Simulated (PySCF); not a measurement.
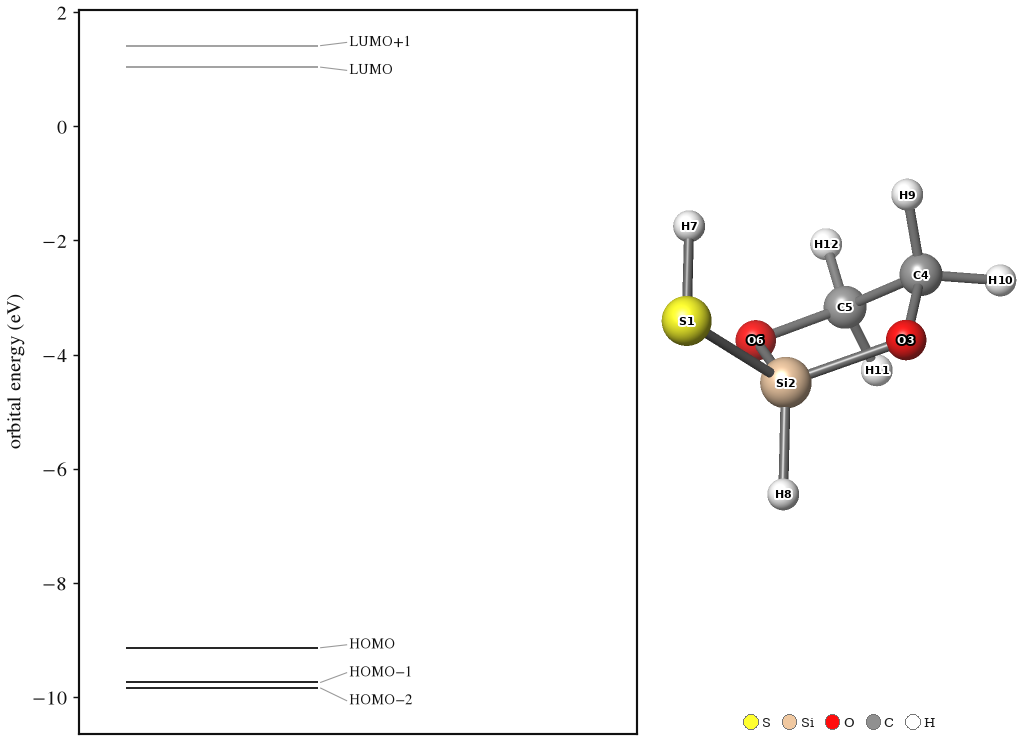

C₂H₆O₂SSi, SMILES S[SiH]1OCCO1. Kohn-Sham orbital energies near the frontier, CAM-B3LYP/def2-SVPD (IEF-PCM acetonitrile) with PySCF 2.14.0, at a PBE0-D3(BJ)/def2-SVP geometry (no frequency check); empty levels in grey, levels within 0.03 eV side by side.

> Where do the frontier orbitals lie?

HOMO at −9.14 eV, LUMO at 1.04 eV, 10.17 eV apart.

> How far below the HOMO does the next level lie?

0.61 eV.

> List the levels with the atoms that carry most of them (a dash for levels above zero or within 0.03 eV of another, where shares mean little).

```tsv
orbital	energy (eV)	Löwdin shares
LUMO+1	1.41	–
LUMO	1.04	–
HOMO	−9.14	S1 64 %, O3 11 %, Si2 6 %
HOMO−1	−9.74	O6 36 %, S1 16 %, C5 13 %
HOMO−2	−9.84	O3 31 %, S1 24 %, Si2 12 %
```

Caveats: one conformer of a flexible molecule; empty levels above zero depend strongly on the basis.
